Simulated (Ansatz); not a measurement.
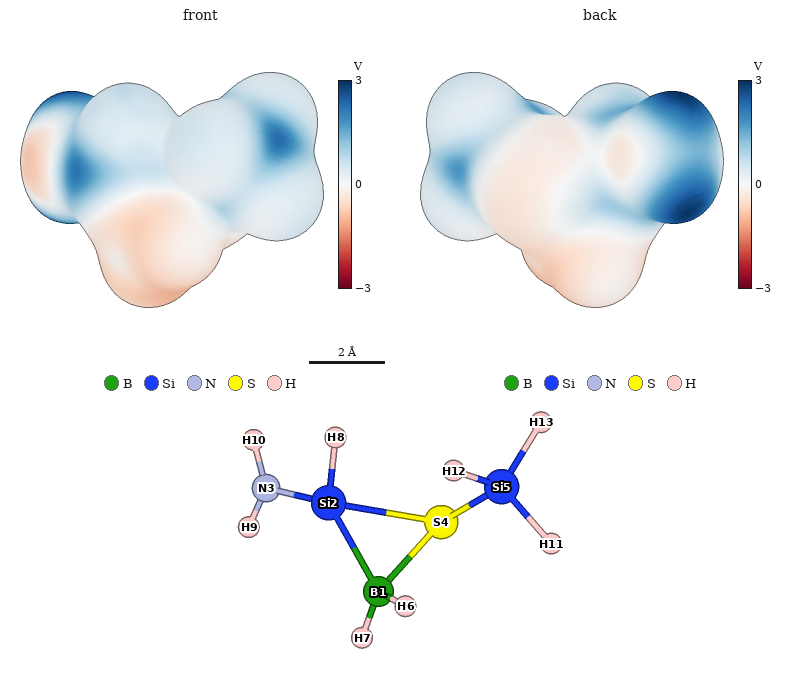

The picture shows: BH8NSSi2. The molecular electrostatic potential painted on the density surface at 0.004 e/bohr³, seen from the front and from behind; red is negative and blue positive. The bare structure is drawn below in the same view.

Geometry: PBE0-D4/def2-TZVP.

Computed with RKS PBE0-D4/def2-TZVPP in Ansatz 0.2.0.

```xyz
13

B    -0.9296    1.1523   -0.2231
Si    0.3955    0.4565    1.0139
N     1.7106    1.3504    1.5937
S     0.4405    0.0213   -1.2667
Si   -0.7142   -1.7819   -1.2938
H    -2.0166    0.6528   -0.2881
H    -0.7825    2.2925   -0.5616
H     0.4562   -0.8839    1.6413
H     1.8160    2.3278    1.3788
H     2.5601    0.9318    1.9332
H    -1.8227   -1.6096   -2.2623
H    -1.2597   -2.0432    0.0613
H     0.1668   -2.9015   -1.7119
```

Question: Describe the electrostatic potential map.

Answer: The most negative region (about −0.9 V, or −21 kcal/mol for a unit charge) lies over H6, the most positive (about +2.9 V, or +67 kcal/mol for a unit charge) over H9 and H10.
